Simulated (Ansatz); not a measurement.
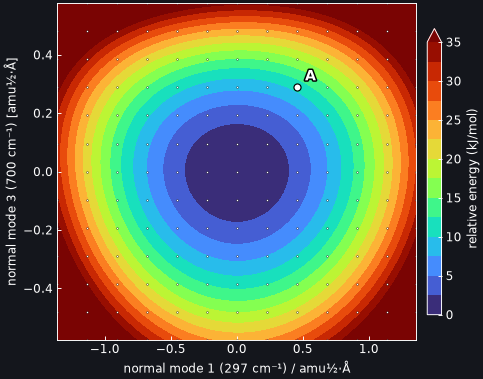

AlFHO, SMILES [O-][AlH][F], charge −1. The first coordinate is: normal mode 1 (297 cm⁻¹); the second: normal mode 3 (700 cm⁻¹). Nothing is relaxed (straight displacements along the two mass-weighted modes). The scan uses a 13 × 13 grid. Points are written as (first, second). Energies are in kJ/mol, from the relaxed molecule at the same level. Computed with RKS r2SCAN0-D4/def2-TZVPD in Ansatz.

In the figure: filled contours, dots at the grid points, one colour for all values above the top of the scale, the point A. Between grid points the surface is interpolated.

Question: Is A at rest? If not, where is it pushed?

Answer: A, at (0.454 amu½·Å, 0.288 amu½·Å), is not a stationary point. The computed force is 13 kJ/mol for each amu½·Å towards smaller values of normal mode 1 (297 cm⁻¹) and 56 kJ/mol for each amu½·Å towards smaller values of normal mode 3 (700 cm⁻¹).
